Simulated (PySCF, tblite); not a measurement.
**C₆H₁₅AlO: geometry, infrared bands and NMR shifts**

What infrared bands and NMR shifts should C₆H₁₅AlO (`C[O+]([AlH3-])CC1CCC1`) show?

Programs: tblite 0.8.0 and PySCF 2.14.0, with density-fitted response routines of our own. Each step states its level of theory. These are calculated values for one molecule in the gas phase, unless marked as measured. Atoms are numbered from 0 throughout.

## (1) Starting geometry

23 atoms, charge 0, multiplicity 1; geometry from: force field or distance geometry start.

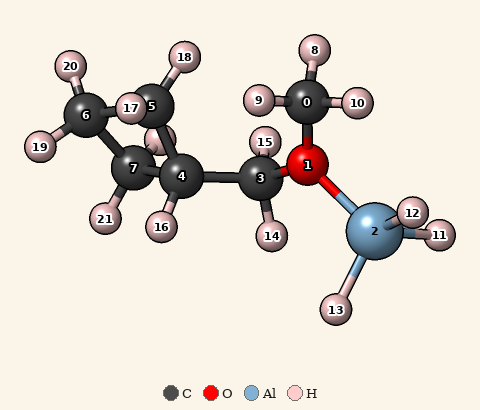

As it starts; carbon dark grey, oxygen red, aluminium light blue, hydrogen pink, atoms numbered; sticks join atoms by distance.

## (2) Relaxing the molecule with GFN2-xTB

What the job is given:

```
{"job": {"kind": "relax", "xc": "GFN2-xTB", "basis": "xTB"}, "charge": 0, "multiplicity": 1}
C     -1.425300    -1.175000     0.864200
O     -1.429700    -0.259200    -0.131900
Al    -2.974100     0.528400    -0.538400
C     -0.342600     0.073500    -0.833000
C      0.803000     0.602500    -0.008800
C      1.393200    -0.297500     1.019200
C      2.798000     0.074400     0.480600
C      2.109300     0.516800    -0.815100
H     -1.088100    -2.208700     0.573400
H     -0.897800    -0.778000     1.751100
H     -2.523000    -1.333500     1.199700
H     -3.618800    -0.016200    -1.923700
H     -4.059300     0.248800     0.618200
H     -2.695200     2.093500    -0.737100
H     -0.642100     0.909100    -1.534900
H      0.088800    -0.737900    -1.457500
H      0.705000     1.680200     0.284100
H      1.319800     0.063300     2.051700
H      1.183400    -1.385100     0.855600
H      3.229600     0.978200     0.972400
H      3.479600    -0.759500     0.354400
H      2.456300     1.490700    -1.200500
H      2.125200    -0.281500    -1.560800
```

Launch:

```bash
> OMP_NUM_THREADS=1 python probes_run.py task.json out
```

The driver reads the jobs from task.json and runs them one after another.

What it wrote:

```text
step      E/eV     max force
  0    -696.85001    3.309
  1    -697.38552    2.425
  2    -697.62329    1.402
  3    -697.77616    1.011
  4    -697.86441    0.613
  5    -697.90770    0.404
  6    -697.93209    0.404
  7    -697.95599    0.335
  8    -697.97459    0.267
  9    -697.98740    0.224
 10    -697.99802    0.218
 11    -698.00758    0.211
 12    -698.01612    0.225
 13    -698.02422    0.199
 14    -698.03048    0.170
 15    -698.03471    0.153
 16    -698.03809    0.138
 17    -698.04170    0.149
 18    -698.04622    0.190
 19    -698.05135    0.215
 20    -698.05579    0.147
 21    -698.05881    0.106
 22    -698.06093    0.111
 23    -698.06295    0.122
 24    -698.06552    0.128
 25    -698.06890    0.142
 26    -698.07294    0.137
 27    -698.07718    0.153
 28    -698.08130    0.148
 29    -698.08518    0.136
 30    -698.08897    0.132
 31    -698.09289    0.136
 32    -698.09691    0.172
 33    -698.10081    0.145
 34    -698.10428    0.122
 35    -698.10718    0.117
 36    -698.10991    0.127
 37    -698.11345    0.169
 38    -698.11855    0.168
 39    -698.12470    0.185
 40    -698.13018    0.145
 41    -698.13427    0.136
 42    -698.13788    0.133
 43    -698.14163    0.141
 44    -698.14528    0.150
 45    -698.14814    0.121
 46    -698.15018    0.113
 47    -698.15192    0.083
 48    -698.15349    0.107
 49    -698.15474    0.093
 50    -698.15571    0.066
 51    -698.15647    0.046
 52    -698.15700    0.063
 53    -698.15754    0.071
 54    -698.15803    0.057
 55    -698.15850    0.050
 56    -698.15889    0.036
 57    -698.15922    0.036
 58    -698.15955    0.039
 59    -698.15994    0.045
 60    -698.16039    0.045
 61    -698.16084    0.049
 62    -698.16124    0.038
 63    -698.16157    0.040
 64    -698.16185    0.033
 65    -698.16207    0.027
 66    -698.16223    0.026
 67    -698.16238    0.033
 68    -698.16254    0.029
 69    -698.16271    0.033
 70    -698.16288    0.035
 71    -698.16307    0.030
 72    -698.16329    0.039
 73    -698.16353    0.044
 74    -698.16376    0.035
 75    -698.16395    0.034
 76    -698.16413    0.034
 77    -698.16437    0.034
 78    -698.16466    0.038
 79    -698.16491    0.032
 80    -698.16506    0.021
 81    -698.16516    0.020
 82    -698.16523    0.018
 83    -698.16529    0.015
 84    -698.16534    0.016
 85    -698.16538    0.014
 86    -698.16542    0.016
 87    -698.16548    0.020
 88    -698.16556    0.033
 89    -698.16568    0.037
 90    -698.16580    0.028
 91    -698.16589    0.019
 92    -698.16596    0.016
 93    -698.16601    0.020
 94    -698.16607    0.022
 95    -698.16612    0.014
 96    -698.16617    0.014
 97    -698.16621    0.014
 98    -698.16626    0.018
 99    -698.16632    0.018
100    -698.16639    0.018
101    -698.16646    0.020
102    -698.16653    0.023
103    -698.16661    0.023
104    -698.16669    0.022
105    -698.16675    0.017
106    -698.16678    0.007
```

It took 0.88 s on 1 thread of Arm Neoverse V1, shared host; peak memory 0.18 GiB.

Relaxation path: (not every step is listed)

```csv
step,energy from step 0 (eV),largest force (eV/Å)
0,0.0000,3.3091
1,-0.5355,2.4250
2,-0.7733,1.4020
3,-0.9262,1.0110
4,-1.0144,0.6127
5,-1.0577,0.4043
6,-1.0821,0.4043
7,-1.1060,0.3350
8,-1.1246,0.2668
17,-1.1917,0.1492
26,-1.2229,0.1371
35,-1.2572,0.1174
44,-1.2953,0.1499
53,-1.3075,0.0712
62,-1.3112,0.0384
71,-1.3131,0.0298
80,-1.3151,0.0212
89,-1.3157,0.0374
98,-1.3162,0.0179
101,-1.3165,0.0197
102,-1.3165,0.0230
103,-1.3166,0.0230
104,-1.3167,0.0222
105,-1.3167,0.0168
106,-1.3168,0.0073
```

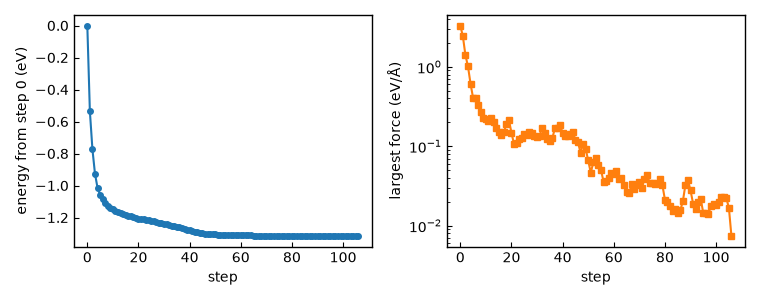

Energy and largest force along the relaxation.

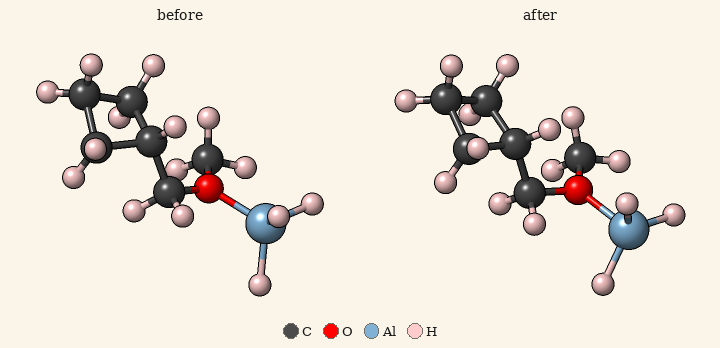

The geometry before (left) and after (right).

Close pairs (by a distance rule), those that changed most:

```csv
bond,before (Å),after (Å),change (Å)
O1–Al2,1.781,1.876,+0.096
O1–C3,1.336,1.417,+0.081
C0–H10,1.159,1.089,-0.069
C0–O1,1.353,1.410,+0.057
C4–C5,1.488,1.542,+0.054
Al2–H11,1.622,1.579,-0.043
Al2–H12,1.610,1.575,-0.035
C3–H14,1.132,1.097,-0.034
```

The final coordinates are the input of the step that follows.

## (3) Vibrational analysis with GFN2-xTB

What the job is given:

```
{"job": {"kind": "ir", "xc": "GFN2-xTB", "basis": "xTB"}, "charge": 0, "multiplicity": 1}
C     -1.647801    -1.203113     1.057727
O     -1.618412    -0.330353    -0.049769
Al    -2.914540     0.824299    -0.761981
C     -0.387562    -0.266056    -0.749219
C      0.716010     0.443183     0.020193
C      1.603088    -0.380121     0.975638
C      2.851993     0.223739     0.316423
C      1.968864     0.793795    -0.803863
H     -1.411413    -2.225476     0.748368
H     -0.948907    -0.882536     1.832527
H     -2.665413    -1.163030     1.444270
H     -3.008139     0.224134    -2.219897
H     -4.042341     0.466986     0.278397
H     -2.144376     2.196356    -0.628177
H     -0.624304     0.313060    -1.650514
H     -0.080895    -1.276867    -1.046910
H      0.279741     1.320281     0.503178
H      1.483411    -0.175433     2.038024
H      1.519242    -1.453411     0.809918
H      3.315715     0.997586     0.922948
H      3.616126    -0.484831     0.006284
H      2.104350     1.846553    -1.035391
H      2.030810     0.218240    -1.725160
```

What it wrote:

```text
mode    cm-1     km/mol
  1      53.3      3.60
  2      70.4      2.80
  3      92.9      0.96
  4     131.1      0.89
  5     147.4      0.20
  6     169.1      0.35
  7     230.5      0.36
  8     265.1      0.77
  9     306.7      1.69
 10     356.1      1.48
 11     406.1      0.20
 12     484.3     19.91
 13     503.6      9.23
 14     518.6     25.58
 15     690.9      7.49
 16     771.1    262.52
 17     778.7    364.54
 18     787.9    716.18
 19     806.6     26.74
 20     817.5      5.50
 21     893.7      2.41
 22     919.7      0.98
 23     950.4     26.90
 24     997.0      0.57
 25    1038.9      0.37
 26    1041.1      0.85
 27    1078.2     13.66
 28    1110.1     11.82
 29    1122.8     33.52
 30    1135.9      1.46
 31    1147.1     10.25
 32    1161.6      1.46
 33    1188.3      0.15
 34    1201.5      1.31
 35    1233.3      1.23
 36    1246.9      2.94
 37    1253.2      0.07
 38    1257.8      3.84
 39    1265.8      1.12
 40    1306.4      2.99
 41    1345.7      3.75
 42    1393.0     10.96
 43    1433.8      2.80
 44    1455.3     10.20
 45    1470.1      3.77
 46    1472.7      0.77
 47    1477.5      4.12
 48    1493.4      0.92
 49    1620.3    448.46
 50    1638.1    300.46
 51    1645.5    172.28
 52    2907.9     33.64
 53    2917.0     11.04
 54    2956.5     21.20
 55    2967.6     18.03
 56    2987.4     18.79
 57    2995.8     22.37
 58    3007.9     36.90
 59    3010.3      4.47
 60    3018.5      0.20
 61    3025.2     75.39
 62    3029.2     38.02
 63    3035.5     51.53
```

It took 0.97 s on 1 thread of Arm Neoverse V1, shared host; peak memory 0.18 GiB.

The strongest bands and the atoms that carry them (share of the mass-weighted mode):

```csv
cm⁻¹,km/mol,atoms
771,262.5,"H12 58 %, H13 28 %"
779,364.5,"H11 52 %, H13 35 %"
788,716.2,"H11 30 %, H13 29 %, H12 28 %"
1620,448.5,"H13 48 %, H11 47 %"
1638,300.5,"H13 43 %, H11 42 %, H12 11 %"
1646,172.3,H12 85 %
3025,75.4,"H20 58 %, H22 29 %"
3036,51.5,"H21 56 %, H19 34 %"
```

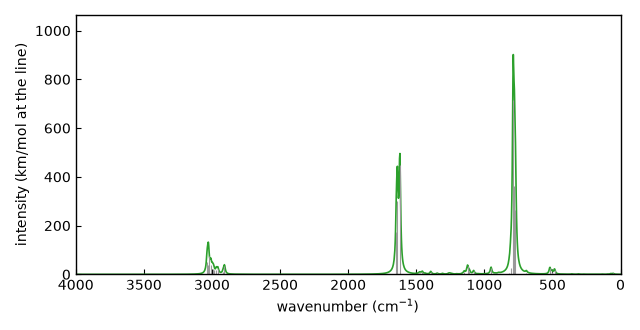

The infrared spectrum from these modes, unscaled. Lines are broadened to a width of 14 cm⁻¹ (Lorentzian).

## (4) NMR shieldings: PBE0/pcSseg-1

Settings changed since step 3:

```diff
@@ -1,2 +1,2 @@
-{"job": {"kind": "ir", "xc": "GFN2-xTB", "basis": "xTB"}, "charge": 0, "multiplicity": 1}
+{"job": {"kind": "nmr", "xc": "PBE0", "basis": "pcSseg-1"}, "charge": 0, "multiplicity": 1}
 C     -1.647801    -1.203113     1.057727
```

Level: GIAO PBE0/pcSseg-1 NMR shielding, non-relativistic, gas phase.

What it wrote:

```text
coarse grid: 18528 points
cycle   1  E = -554.6154576105  dE =  8.035e-01  |g| = 4.868e-01  |ddm| = 4.079e+00
cycle   2  E = -554.6017749686  dE =  1.368e-02  |g| = 5.846e-01  |ddm| = 8.234e-01
cycle   3  E = -554.6689456800  dE = -6.717e-02  |g| = 7.548e-02  |ddm| = 4.604e-01
cycle   4  E = -554.6698071830  dE = -8.615e-04  |g| = 2.878e-02  |ddm| = 6.481e-02
cycle   5  E = -554.6699748043  dE = -1.676e-04  |g| = 8.030e-03  |ddm| = 2.828e-02
cycle   6  E = -554.6699884142  dE = -1.361e-05  |g| = 1.053e-03  |ddm| = 7.689e-03
cycle   7  E = -554.6699886843  dE = -2.701e-07  |g| = 2.941e-04  |ddm| = 1.410e-03
final grid: 170928 points
cycle   8  E = -554.7295160450  dE = -4.995e-05  |g| = 1.204e-02  |ddm| = 3.623e-02
cycle   9  E = -554.7294930486  dE =  2.300e-05  |g| = 1.637e-02  |ddm| = 1.966e-02
cycle  10  E = -554.7295463166  dE = -5.327e-05  |g| = 1.437e-03  |ddm| = 1.152e-02
cycle  11  E = -554.7295467562  dE = -4.396e-07  |g| = 2.457e-04  |ddm| = 1.412e-03
cycle  12  E = -554.7295467674  dE = -1.126e-08  |g| = 7.235e-05  |ddm| = 2.683e-04
cycle  13  E = -554.7295467685  dE = -1.048e-09  |g| = 2.347e-05  |ddm| = 7.654e-05
cycle  14  E = -554.7295467686  dE = -1.255e-10  |g| = 3.307e-06  |ddm| = 1.965e-05
converged SCF energy = -554.7295467686

GIAO shielding tensors (ppm)
atom      isotropic    diamagn.    paramagn.     s11        s22        s33       span
  0 C      125.997     246.337    -120.341     93.090    102.876    182.024     88.934
  1 O      315.588     401.228     -85.640    281.321    290.832    374.610     93.289
  2 Al     407.661     795.853    -388.192    376.041    406.888    440.054     64.013
  3 C      104.018     248.644    -144.626     72.262     93.685    146.108     73.846
  4 C      152.628     248.533     -95.905    139.889    155.777    162.218     22.329
  5 C      156.294     249.620     -93.326    143.211    146.999    178.671     35.460
  6 C      168.752     253.931     -85.179    157.749    166.099    182.408     24.658
  7 C      163.731     250.162     -86.431    145.463    161.387    184.344     38.881
  8 H       28.426      30.163      -1.737     25.189     25.818     34.271      9.082
  9 H       28.102      31.859      -3.757     23.408     28.147     32.752      9.344
 10 H       27.292      29.428      -2.136     22.619     26.149     33.108     10.489
 11 H       27.437      29.997      -2.559     23.969     26.417     31.926      7.957
 12 H       27.644      30.419      -2.775     24.012     26.718     32.201      8.189
 13 H       27.487      30.838      -3.351     23.608     27.612     31.241      7.633
 14 H       27.219      33.029      -5.810     22.084     29.428     30.144      8.060
 15 H       28.337      33.525      -5.189     24.083     28.947     31.981      7.898
 16 H       28.730      33.736      -5.006     25.160     29.255     31.775      6.615
 17 H       29.371      31.405      -2.034     25.713     27.822     34.580      8.867
 18 H       29.922      32.520      -2.598     26.488     29.947     33.332      6.843
 19 H       29.567      30.086      -0.519     26.546     26.796     35.357      8.811
 20 H       29.810      29.525       0.285     26.122     26.655     36.654     10.532
 21 H       29.423      30.551      -1.128     25.658     26.778     35.833     10.175
 22 H       30.089      31.619      -1.530     26.786     29.057     34.423      7.637
```

It took 41 s on 1 thread of Arm Neoverse V1, shared host; peak memory 1 GiB.

Shifts follow as δ = σ(reference) − σ, with reference shieldings (ppm) from runs at the same level and on the same kind of geometry: 1H TMS 31.72, 13C TMS 186.9, 17O H2O 336.1, 27Al AlH4- 490.0. The references are single molecules in the gas phase, so shifts against H2O, NH3, PH3, H3PO4 or CFCl3 are not on the usual liquid scales and can be off by tens of ppm. Shifts against hydride references such as AlH4− lie on their own scale. Atoms listed in one row are averaged.

```csv
atoms,environment,σ (ppm),δ (ppm)
C3,sp3 CH2 bonded to O,104.0,82.9
C0,methyl carbon bonded to O,126.0,60.9
C4,sp3 CH in a ring,152.6,34.3
"C5, C7",sp3 CH2 in a ring,160.0,26.9
C6,sp3 CH2 in a ring,168.8,18.2
"H11, H12, H13",hydrogen on an aluminium bonded to O,27.52,4.19
"H14, H15",hydrogen on an sp3 CH2 bonded to O,27.78,3.94
"H8, H9, H10",hydrogen on a methyl carbon bonded to O,27.94,3.78
H16,hydrogen on an sp3 CH in a ring,28.73,2.99
"H17, H21",hydrogen on an sp3 CH2 in a ring,29.40,2.32
H19,hydrogen on an sp3 CH2 in a ring,29.57,2.15
H20,hydrogen on an sp3 CH2 in a ring,29.81,1.91
"H18, H22",hydrogen on an sp3 CH2 in a ring,30.01,1.71
O1,donor oxygen of a Lewis adduct,315.6,20.5
Al2,"aluminium bonded to O, 3 H",407.7,82.3
```

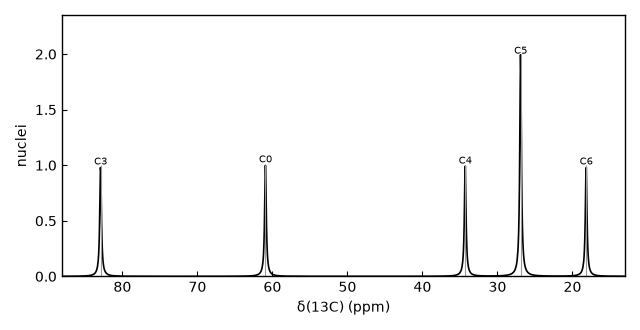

13C lines at the computed shifts, without couplings. Lines are broadened to a width of 0.26 ppm (Lorentzian).

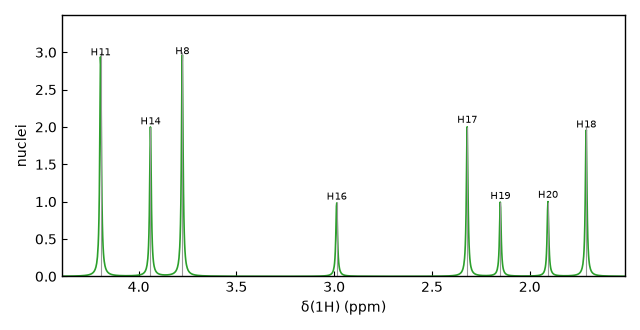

1H lines at the computed shifts, without couplings. Lines are broadened to a width of 0.01 ppm (Lorentzian).

The run also stored atomic charges by several schemes (e):

```csv
atoms,Mulliken,IAO,Hirshfeld,ESP fit
C0,-0.01,-0.20,-0.01,-0.32
O1,-0.65,-0.32,-0.04,-0.07
Al2,0.72,0.49,0.30,0.75
C3,0.16,-0.05,0.03,-0.35
C4,-0.39,-0.13,-0.03,0.40
"C5, C7",-0.16,-0.27,-0.07,-0.19
C6,-0.22,-0.26,-0.07,-0.09
```

IAO charges:

C0 -0.20; O1 -0.32; Al2 0.49; C3 -0.05; C4 -0.13; C5 -0.27; C6 -0.26; C7 -0.27; H8 0.15; H9 0.15; H10 0.18; H11 -0.24; H12 -0.24; H13 -0.25; H14 0.17; H15 0.14; H16 0.15; H17 0.13; H18 0.13; H19 0.14; H20 0.14; H21 0.15; H22 0.13

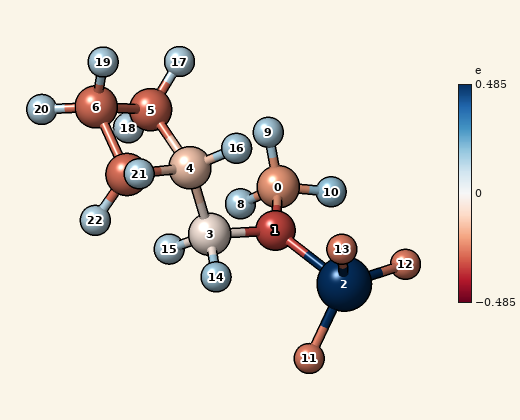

IAO charges, as colours on the atoms.

Mayer bond orders: C0–O1 0.84, O1–Al2 0.30, O1–C3 0.78, C3–C4 1.00, C4–C5 0.99, C5–C6 1.05, C6–C7 1.04, C7–C4 1.00.

Ring of atoms C4, C5, C6, C7: NICS(0) 0.5, NICS(1) -0.1, NICS(1)zz 5.2 ppm (means of both faces).

## (5) Summary of results

```
                                                               quantity                                               value
                              strongest single infrared mode (GFN2-xTB)                                788 cm⁻¹, 716 km/mol
                                           zero-point energy (GFN2-xTB)                                      119.0 kcal/mol
13C shifts against TMS (PBE0/pcSseg-1, means over atoms taken as alike)                    82.9, 60.9, 34.3, 26.9, 18.2 ppm
 1H shifts against TMS (PBE0/pcSseg-1, means over atoms taken as alike)  4.19, 3.94, 3.78, 2.99, 2.32, 2.15, 1.91, 1.71 ppm
                                 17O shifts against H2O (PBE0/pcSseg-1)                                            20.5 ppm
                              27Al shifts against AlH4- (PBE0/pcSseg-1)                                            82.3 ppm
```

What this shows: Over 106 steps the energy fell by 1.317 eV; of the close pairs, O1–Al2 changed most, 1.781 to 1.876 Å. No mode is imaginary among the 63: a minimum at this level. The strongest single mode, at 788 cm⁻¹, has its largest shares on H11, H13 and H12 (the list is cut at 3 atoms). Unscaled tight-binding wavenumbers are off by several per cent, some by more. Its intensities can rank the bands wrongly. C3 (sp3 CH2 bonded to O) lies farthest downfield among carbon, at 82.9 ppm; pulled downfield by the heteroatom.
